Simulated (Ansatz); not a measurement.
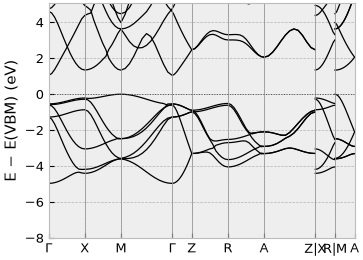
Figure. Band structure from plane-wave PAW r²SCAN (Ansatz code)

Read off the gap and where the band edges lie.

About 1.1 eV (1.05 eV by a search for the band edges); maximum at M, minimum at Γ.

The material is MgSe in space group P4_2/mmc (No. 131; Mg on 2c, Se on 2e).

The cell is a constructed one: a structure type filled with these elements; neither database checked (COD, Materials Project) lists it. COD files the formula under space group No. 225, so this cell is another polymorph or a model. Whether it is the stable phase at ambient conditions was not checked. Symmetry was held in the r²SCAN relaxation; its stability against distortions is not shown here. Spin–orbit coupling is left out wherever it is not named.

Potentials: the later of the program's two PAW sets.
